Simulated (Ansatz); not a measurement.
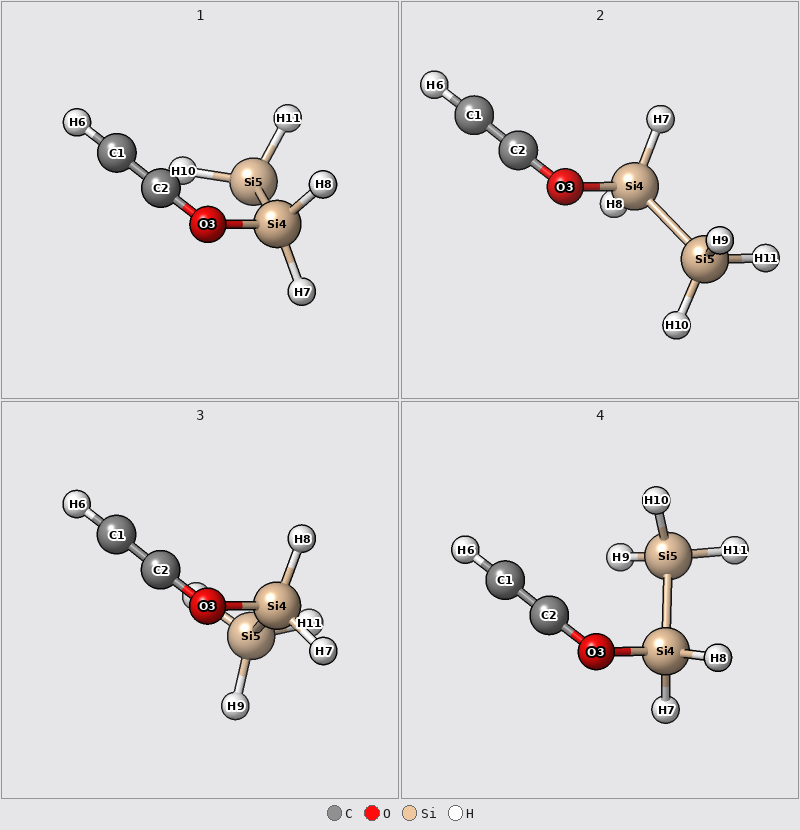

C₂H₆OSi₂, SMILES C#CO[SiH2][SiH3]. Coordinates scanned: (1) dihedral C2–O3–Si4–Si5; (2) dihedral O3–Si4–Si5–H9. Nothing is relaxed (all other coordinates rigid). Grid: 18 × 17 points. All energies are given in cm⁻¹ relative to the lowest grid point. All numbers below come from Ansatz, RKS SPW92 (LDA)/def2-SVP.

The numbered pictures are structures from this grid.

Which is the most stable, and how do the others follow?

Answer. 4, at dihedral C2–O3–Si4–Si5 = 20°, dihedral O3–Si4–Si5–H9 = −72.0°: 0 cm⁻¹; 3, at dihedral C2–O3–Si4–Si5 = −60°, dihedral O3–Si4–Si5–H9 = −72.0°: 265 cm⁻¹; 2, at dihedral C2–O3–Si4–Si5 = −180°, dihedral O3–Si4–Si5–H9 = −60.8°: 384 cm⁻¹; 1, at dihedral C2–O3–Si4–Si5 = −20°, dihedral O3–Si4–Si5–H9 = −128.2°: 713 cm⁻¹.

The map, with the structures marked:

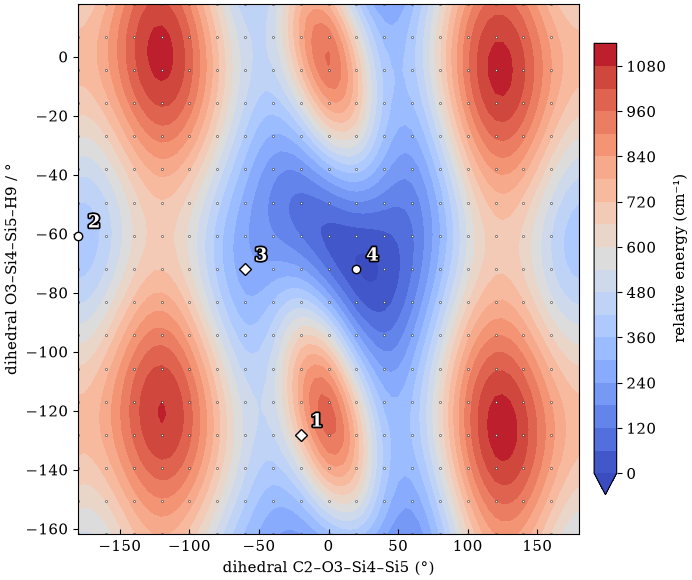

In the figure: filled contours, dots at the grid points. Between grid points the surface is interpolated.
